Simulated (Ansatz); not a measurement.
The compound is MnO₂ (space group P4_2/mnm, No. 136), taken as the input geometry of an electronic-structure calculation (not necessarily at equilibrium).

```
Mn O
1.0
     4.39830    0.00000    0.00000
     0.00000    4.39830    0.00000
     0.00000    0.00000    2.87300
Mn O
2 4
Cartesian
  0.0000 0.0000 0.0000
  2.1991 2.1991 1.4365
  1.3421 1.3421 0.0000
  0.8570 3.5413 1.4365
  3.0562 3.0562 0.0000
  3.5413 0.8570 1.4365
```

Bonds are taken as Mn–O below 2.1 Å; no other contact counts. Atoms with one bond or none are removed and atoms with two bonds are replaced by edges, until no such atom is left.

Derive the underlying net.

The result is a binodal (3,6)-connected, three-periodic net: O is a 3-connected node; Mn is a 6-connected node, in the ratio 2:1. It is the rtl net, known from rutile. It is a single net, without interpenetration.

```csv
node,links,point symbol,coordination sequence
O,3,4·6²,3 14 19 62 51
Mn,6,4²·6¹⁰·8³,6 10 38 34 102
```

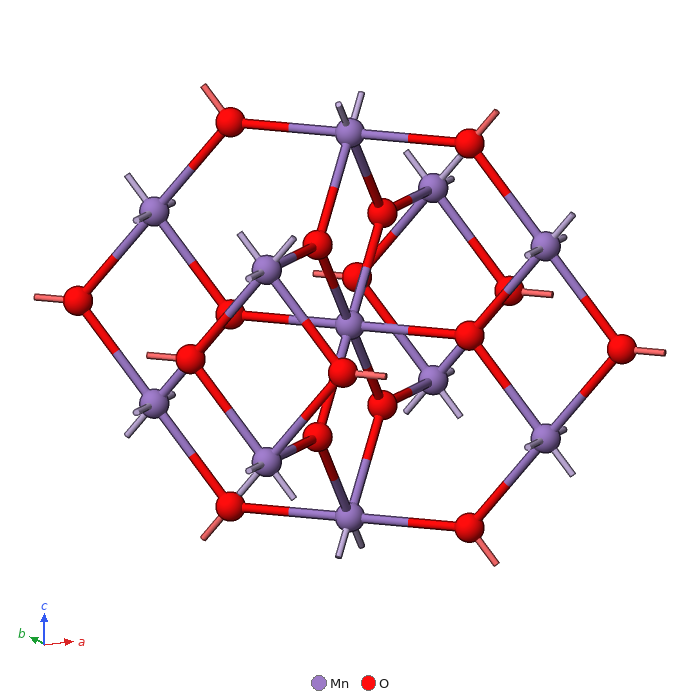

Nodes are coloured by element. Short stubs are edges that leave the cut-out.
